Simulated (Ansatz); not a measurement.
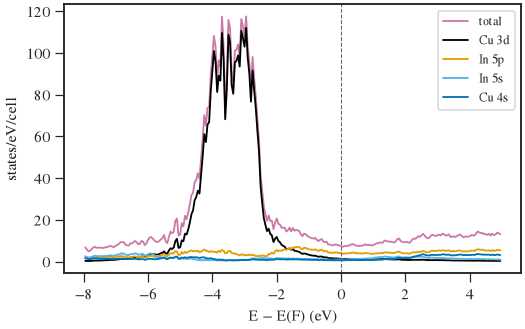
Figure. Total and projected density of states of In$_{7}$Cu$_{10}$ in space group C2/m (No. 12; Pearson symbol mS68), r²SCAN in the plane-wave PAW code Ansatz

Task: Which orbitals carry the states next to the Fermi level?

Result: Within 0.5 eV of the Fermi level: In 5p 53 %, Cu 3d 18 %, In 5s 13 %, Cu 4s 8 %, outside the projected shells 8 %. Projections are on Löwdin-orthogonalised atomic valence shells; empty p or d shells of many metals are not among them.

Task: Where is the tallest occupied peak in this window, and what makes it?

Result: Near -2.9 eV, about 120 states/eV per cell; the largest projected share is Cu 3d.

The workflow started from a Materials Project entry (that database holds measured and hypothetical structures alike); the Crystallography Open Database copy checked does not list it. Its standing as an ambient phase is unchecked. The cell was relaxed with r²SCAN under the symmetry of its start; its stability against distortions is not shown here. No spin polarisation was allowed. Scalar-relativistic: spin–orbit coupling is off unless named, which matters more the heavier the elements.

Potentials: the later of the program's two PAW sets.
